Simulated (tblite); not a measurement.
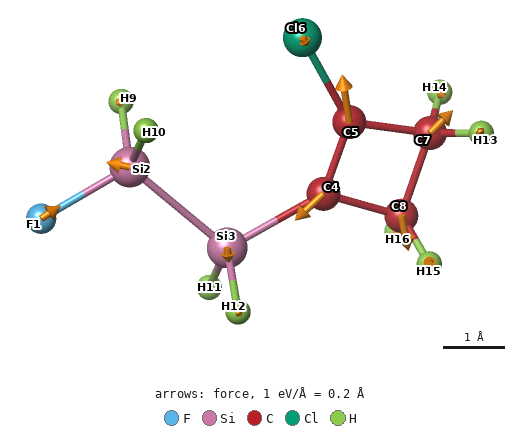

Starting geometry of C4H8ClFSi2 with the computed forces as orange arrows. The picture is a ball-and-stick view, seen at a tilt.

Method: tblite 0.8.0, GFN2-xTB geometry optimisation, gas phase. 

### What follows when this structure is relaxed?

It isn't relaxed: the largest force vector, on C5, is 4.52 eV/Å. The final displacements follow the starting forces only in part (cosine between the two patterns 0.37). The atom that moves furthest after the best rigid fit is H9 (0.27 Å). Largest moves by element: H 0.27 Å, F 0.13 Å, Si 0.08 Å, Cl 0.07 Å, C 0.06 Å. Among the contacts that change: Si2–Si3 2.215 → 2.304 Å, F1–Si2 1.707 → 1.619 Å, C5–Cl6 1.779 → 1.709 Å, C7–C8 1.484 → 1.549 Å. Among the angles between lasting bonds that change: Si3–Si2–H9 107.5° → 117.0°, F1–Si2–H9 110.2° → 102.3°, C4–C8–H15 108.0° → 114.5°. Over 57 geometry steps the energy falls by 0.682 eV. The run took 0.9 s on 1 thread of Arm Neoverse N1, on a shared host.
